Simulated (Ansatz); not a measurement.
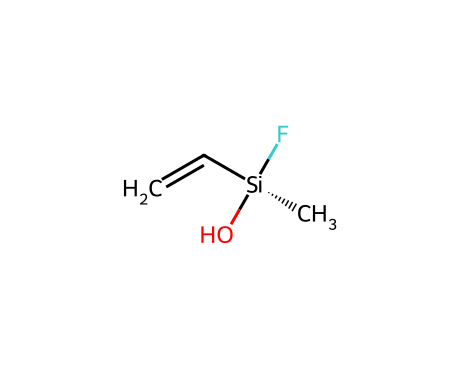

Source: calculation with Ansatz.

Skeletal drawing of a molecule.

**Give its SMILES.**

C=C[Si@](C)(O)F

**Give the formula, hydrogens included.**

C3H7FOSi.

**An optimisation with PBE-D4/def2-SVP gave a structure of which point group?**

C1.
